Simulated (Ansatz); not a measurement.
A series of calculations on BH2Br and related structures

**1. Relaxation**

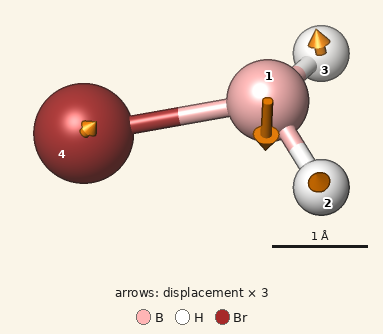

This is a relaxation of BH2Br. The starting structure is drawn; orange arrows show the displacements, magnified 3 times. The two geometries are superimposed by the best rigid fit.

The picture is a ball-and-stick view, seen from a free direction.

It is one of the separated products of a reaction.

Method: RKS PBE0-D4/def2-TZVP in Ansatz. Set-up: force threshold 0.005 eV/Å; at most 200 steps.

### Describe the change and its energy.

After 5 geometry steps the energy has fallen by 0.553 eV. The largest force component goes from 2.8 to 0.00015 eV/Å. The largest move after the best rigid fit is that of B1, 0.25 Å. Largest moves by element: B 0.25 Å, H 0.10 Å, Br 0.08 Å. Among the contacts that change: B1–Br4 1.995 → 1.891 Å, B1–H2 1.199 → 1.189 Å. Among the angles between lasting bonds that change: H2–B1–H3 116.4° → 124.3°, H2–B1–Br4 113.5° → 117.8°.

**2. Relaxation**

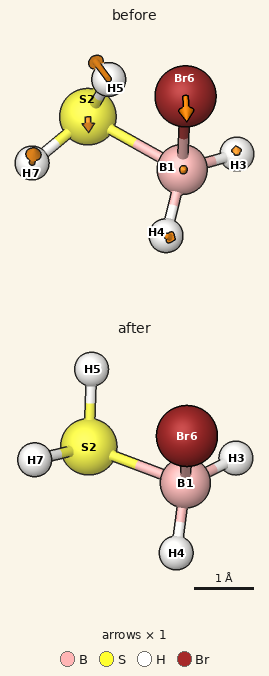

The structure of BH4SBr (started from a transition state, displaced along its imaginary mode) before (top) and after (bottom) a relaxation, at one scale. The orange arrows give the displacements, at their true length.

The picture is a ball-and-stick view, seen from a free direction.

Computed with RKS PBE0-D4/def2-TZVP (Ansatz).

Input
```yaml
crystal:
  periodic: [false, false, false]
  atoms:
    - {symbol: B, position_ang: [-0.674033, -0.351278, -0.224166]}
    - {symbol: S, position_ang: [1.277910, 0.073328, -0.535341]}
    - {symbol: H, position_ang: [-0.810733, -1.503189, -0.507962]}
    - {symbol: H, position_ang: [-1.359735, 0.509143, -0.698346]}
    - {symbol: H, position_ang: [1.010313, 0.035958, 0.777591]}
    - {symbol: Br, position_ang: [-0.581613, -0.179083, 1.867026]}
    - {symbol: H, position_ang: [1.137892, 1.415121, -0.678803]}
basis:
  gaussian: {orbitals: def2-TZVP}
hamiltonian: {xc: pbe0, dispersion: d4}
relax: {f_tol: 0.005, max_steps: 200}
```

**Describe what moved and what it gained.**

H5 moves most after the best rigid fit: 0.95 Å. Largest moves by element: H 0.95 Å, Br 0.53 Å, S 0.29 Å, B 0.14 Å. Some distances before and after: H5–Br6 1.941 → 3.181 Å, B1–Br6 2.100 → 1.995 Å, B1–S2 2.022 → 1.985 Å, S2–H7 1.357 → 1.347 Å. Bond angles that change, for instance: B1–S2–H5 69.6° → 100.6°, S2–B1–Br6 95.4° → 108.3°, S2–B1–H4 109.9° → 101.6°. Groups turn about B1–S2 by about 45°. Over 8 geometry steps the energy falls by 58.8 kJ/mol. The largest force component goes from 1.9 to 0.0049 eV/Å. The run took roughly 70 core-seconds on a shared host.

**3. Reaction**

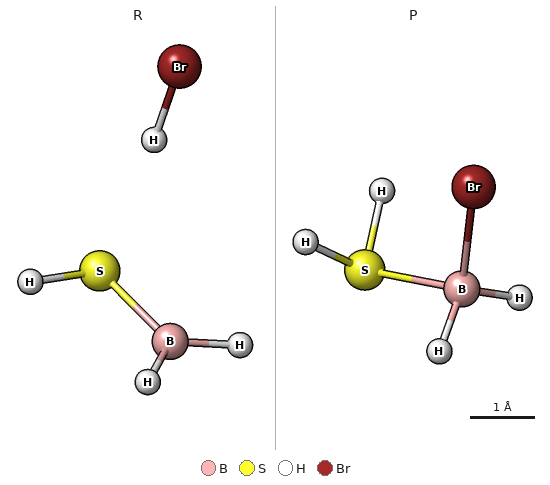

Reactant (R) and product (P) of one elementary step of BH4SBr. Style: ball-and-stick. Shown at a tilt.

Stationary points at PBE0-D4/def2-TZVP, single-point energies with CCSD(T)/CBS, RPA@PBE, BLYP-D4 (def2-TZVPP where no basis is named; Ansatz 0.2.0). The energies are electronic, without zero-point or thermal terms, and both ends are the minima reached downhill from the saddle, with any fragments still in contact. CCSD(T)/CBS stands for a frozen-core estimate: MP2 correlation extrapolated from def2-TZVPP and def2-QZVPP, CCSD(T) minus MP2 from the smaller set.

> What is the transition state like, and how high is the barrier?

Counted by bonded pieces, R holds BH₃S + HBr and P holds BH₄SBr. From R over the saddle to P, bonds form: B–Br (4.46 → 2.35 → 2.00 Å), H–S (2.51 → 1.76 → 1.35 Å). A bond breaks: Br–H (1.43 → 1.61 → 3.18 Å). The saddle has one imaginary mode, 597i cm⁻¹. With CCSD(T)/CBS the barrier is 14.4 kcal/mol from R and 20.5 kcal/mol from P, and P lies 6.2 kcal/mol below R.

| level | barrier from R (kcal/mol) | barrier from P (kcal/mol) | P less R (kcal/mol) |
| --- | --- | --- | --- |
| CCSD(T)/CBS | 14.4 | 20.5 | −6.2 |
| RPA@PBE | 15.8 | 19.9 | −4.0 |
| BLYP-D4 | 12.3 | 16.0 | −3.7 |

Against CCSD(T)/CBS, RPA@PBE comes closest on the barrier from R (+1.4 kcal/mol) and BLYP-D4 misses most (−2.0 kcal/mol).

The saddle point in the same view, with dashed sticks for the bonds that form or break:

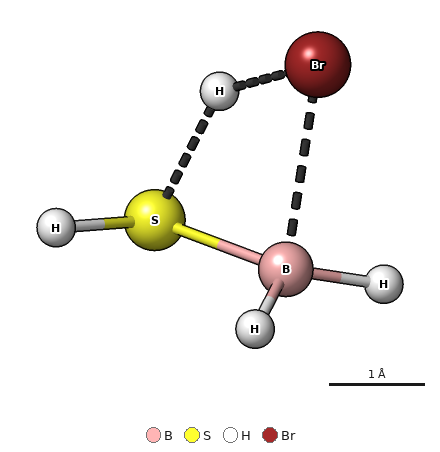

Limits of the set-up: the start holds two separate molecules, 2.5 Å apart at their closest, whose relative position is a soft coordinate.

**4. Reaction**

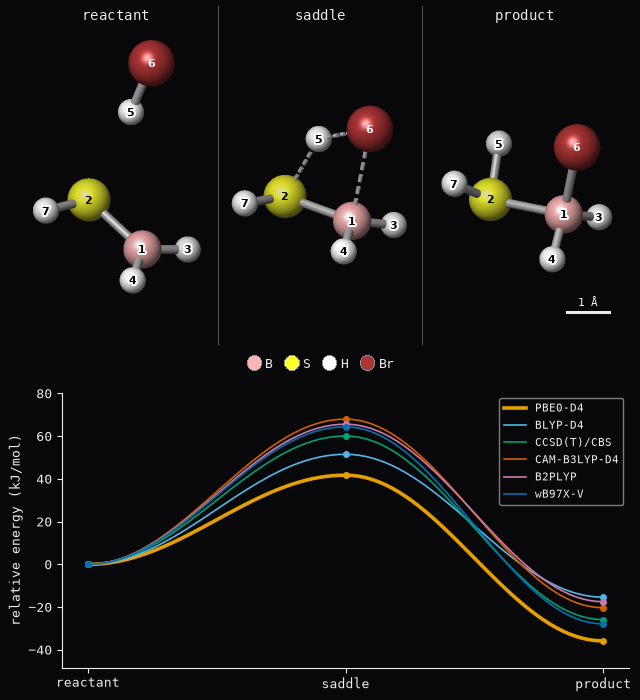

A reaction step of BH4SBr, with its energy diagram. A ball-and-stick model, seen at a tilt. Dashed sticks mark bonds that form or break.

Stationary points at PBE0-D4/def2-TZVP, single-point energies with PBE0-D4, BLYP-D4, CCSD(T)/CBS, CAM-B3LYP-D4, B2PLYP, wB97X-V (def2-TZVPP where no basis is named; Ansatz 0.2.0). The energies are electronic, without zero-point or thermal terms, and both ends are the minima reached downhill from the saddle, with any fragments still in contact. CCSD(T)/CBS stands for a frozen-core estimate: MP2 correlation extrapolated from def2-TZVPP and def2-QZVPP, CCSD(T) minus MP2 from the smaller set.

### What happens, and what does it cost?

Counted by bonded pieces, the reactant holds BH₃S + HBr and the product holds BH₄SBr. From the reactant over the saddle to the product, bonds form: B1–Br6 (4.46 → 2.35 → 2.00 Å), S2–H5 (2.51 → 1.76 → 1.35 Å). A bond breaks: H5–Br6 (1.43 → 1.61 → 3.18 Å). The saddle has one imaginary mode, 597i cm⁻¹. With PBE0-D4 the barrier is 41.8 kJ/mol from the reactant and 77.6 kJ/mol from the product, and the product lies 35.8 kJ/mol below the reactant.

```csv
level,barrier from the reactant (kJ/mol),barrier from the product (kJ/mol),the product less the reactant (kJ/mol)
PBE0-D4,41.8,77.6,−35.8
BLYP-D4,51.5,66.9,−15.3
CCSD(T)/CBS,60.1,85.9,−25.8
CAM-B3LYP-D4,68.0,88.3,−20.3
B2PLYP,65.6,83.1,−17.5
wB97X-V,64.4,92.3,−27.9
```

Against CCSD(T)/CBS, wB97X-V comes closest on the barrier from the reactant (+4.3 kJ/mol) and PBE0-D4 misses most (−18.3 kJ/mol).

Limits of the set-up: the start holds two separate molecules, 2.5 Å apart at their closest, whose relative position is a soft coordinate.
